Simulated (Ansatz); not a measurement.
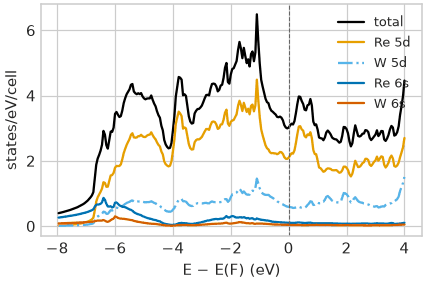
Fig. 1. Total and projected density of states of Re₃W in space group I4/mmm (No. 139; Re on 4d, Re on 2b, W on 2a), LDA (plane waves, PAW; program Ansatz)

Q: Which orbitals carry the states next to the Fermi level?

A: Within 0.5 eV of the Fermi level: Re 5d 71 %, W 5d 19 %, outside the projected shells 6 %. Projections are on Löwdin-orthogonalised atomic valence shells; empty p or d shells of many metals are not among them.

Q: Where is the tallest occupied peak in this window, and what makes it?

A: Near -1.1 eV, about 6.5 states/eV per cell; the largest projected share is Re 5d.

The workflow started from a Materials Project entry (that database holds measured and hypothetical structures alike); the Crystallography Open Database copy checked does not list it. Whether it is the stable phase at ambient conditions was not checked. The cell was relaxed with LDA under the symmetry of its start; its stability against distortions is not shown here. No spin polarisation was allowed. Scalar-relativistic: spin–orbit coupling is off unless named, which matters more the heavier the elements.

Potentials: the later of the program's two PAW sets.
